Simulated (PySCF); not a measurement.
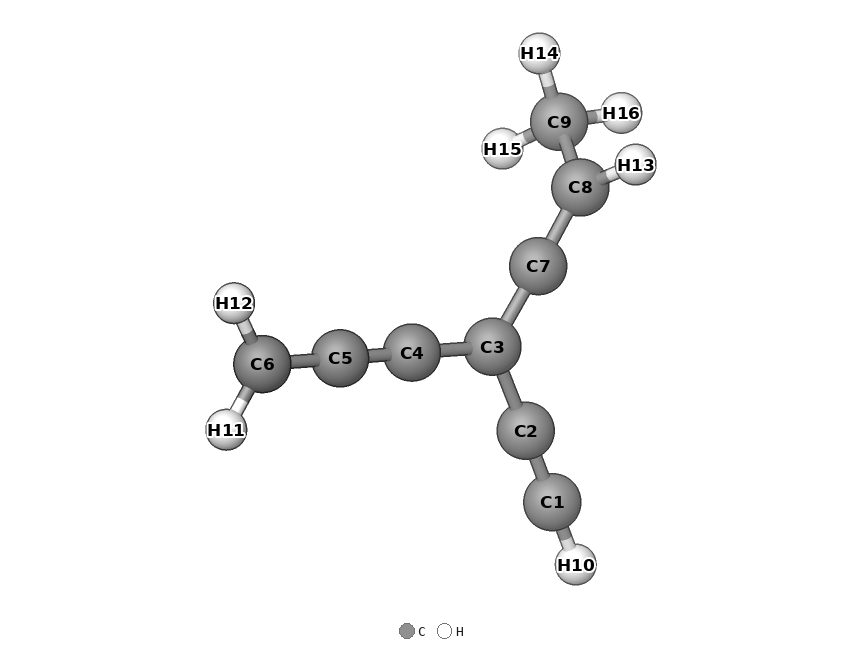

The species is neutral and a spin doublet. The geometry was computed by an optimisation with GFN2-xTB. No frequency run is at hand to confirm it as a minimum. Computed with UKS B3LYP, pcH-1 on C H, non-relativistic (PySCF 2.14.0). Fermi-contact and spin-dipolar terms alone, no spin-orbit part.

> Which nucleus has the largest dipolar (anisotropic) hyperfine coupling?

13C at C6: principal values −50.0, −49.0, 99.0 MHz.

List the isotropic and dipolar parts for the most strongly coupled nuclei, one of each equivalent set.

```json
{"atom": "C6", "isotope": "13C", "a_iso (MHz)": "52.6", "dipolar part (MHz)": "−50.0, −49.0, 99.0"}
{"atom": "C4", "isotope": "13C", "a_iso (MHz)": "48.6", "dipolar part (MHz)": "−42.1, −30.3, 72.4"}
{"atom": "C7", "isotope": "13C", "a_iso (MHz)": "34.9", "dipolar part (MHz)": "−31.8, −23.5, 55.3"}
{"atom": "H11", "isotope": "1H", "a_iso (MHz)": "−44.5", "dipolar part (MHz)": "−23.2, −0.6, 23.8"}
{"atom": "H12", "isotope": "1H", "a_iso (MHz)": "−44.5", "dipolar part (MHz)": "−23.0, −0.6, 23.6"}
{"atom": "C5", "isotope": "13C", "a_iso (MHz)": "−58.2", "dipolar part (MHz)": "−21.3, −0.6, 21.8"}
{"atom": "C3", "isotope": "13C", "a_iso (MHz)": "−37.3", "dipolar part (MHz)": "−20.2, 8.6, 11.6"}
{"atom": "C1", "isotope": "13C", "a_iso (MHz)": "−4.2", "dipolar part (MHz)": "−7.6, 2.6, 5.1"}
```
